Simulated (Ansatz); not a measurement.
Reaction (SMILES): FB(F)F → F[B]F + F atom
B3LYP-D3(BJ)/def2-TZVP geometries, fixed; electronic energies without zero-point terms.
Largest species:
```xyz
4

B      0.0000     0.0000     0.0000
F      0.0168     1.3152     0.0316
F      1.1308    -0.6724    -0.0050
F     -1.1476    -0.6428    -0.0266
```
Charge 0, spin multiplicity 1.

Basis-set convergence of the bond dissociation energy at PBE0 with Ansatz (a first-principles code). Cartesian d functions, on some or all atoms, in 6-31G**, 6-31+G*; all else is spherical. The program fits the integrals of some runs and decomposes those of others, by size. Open shells are unrestricted. No added dispersion term, no relativity. Functions are those of the species that has most. Reference: the value in pcseg-4, 167.88 kcal/mol, itself unsure by roughly 0.09 kcal/mol (its mean distance from aug-pcseg-3, aug-cc-pVQZ, cc-pV5Z). Deviations are taken from unrounded values.

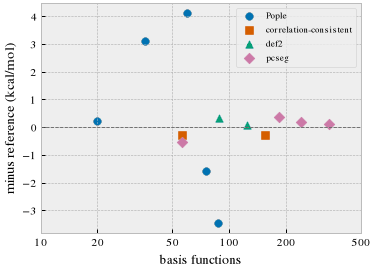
Figure. Deviation from the reference against the number of basis functions, by family of sets.

```
basis            functions  bond dissociation energy (kcal/mol)  minus reference (kcal/mol)
---------------  ---------  -----------------------------------  --------------------------
STO-3G                  20                               168.12                        0.24
3-21G                   36                               170.99                        3.10
cc-pVDZ                 56                               167.61                       -0.27
pcseg-1                 56                               167.34                       -0.54
6-31G**                 60                               171.99                        4.11
6-31+G*                 76                               166.29                       -1.59
6-311+G**               88                               164.44                       -3.45
def2-SVPD               89                               168.20                        0.32
def2-TZVPP             124                               167.95                        0.07
jun-cc-pV(T+d)Z        156                               167.62                       -0.27
aug-pcseg-2            184                               168.25                        0.37
pcseg-3                240                               168.05                        0.17
aug-pcseg-3            340                               168.01                        0.12
```
